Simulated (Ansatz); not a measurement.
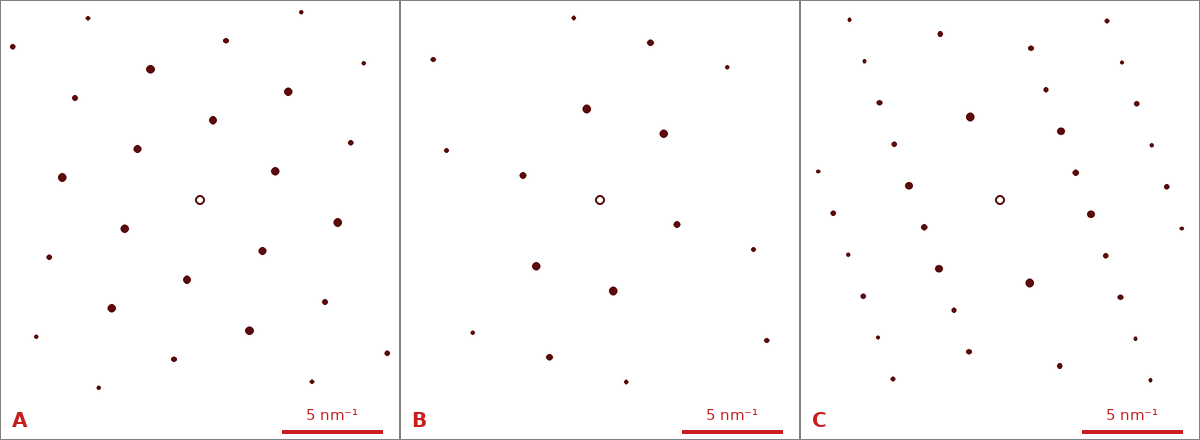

Computed electron diffraction patterns, 120 kV, single scattering only, B = 0.5 Å².

All three come from Ti, space group P6_3/mmc (No. 194), a = 2.86 Å, c = 4.53 Å (hexagonal axes). Structure: coordinates from a relaxation with DFT LDA, scalar-relativistic, plane waves, PAW in Ansatz 0.2.0.

```cif
data_structure
_symmetry_space_group_name_H-M 'P6_3/mmc'
_symmetry_Int_Tables_number 194
_cell_length_a 2.8629
_cell_length_b 2.8629
_cell_length_c 4.5343
_cell_angle_alpha 90.000
_cell_angle_beta 90.000
_cell_angle_gamma 120.000
_cell_volume 32.19
loop_
_atom_site_label
_atom_site_type_symbol
_atom_site_symmetry_multiplicity
_atom_site_Wyckoff_symbol
_atom_site_fract_x
_atom_site_fract_y
_atom_site_fract_z
_atom_site_occupancy
Ti1 Ti 2 d 0.33333 0.66667 0.75000 1
```

Question: Assign the zone axes [001], [100], [101] to A, B and C.

Answer: A is [001]: hexagonal net of 1 -1 0 at d = 2.48 Å and 1 0 0 at d = 2.48 Å, at 60.0°. B is [101]: centred rectangular net of 0 1 0 at d = 2.48 Å and 1 0 -1 at d = 2.18 Å, at 64.0°. C is [100]: rectangular net of 0 0 1 (itself extinct) at d = 4.53 Å and 0 1 0 at d = 2.48 Å, at 90.0°.
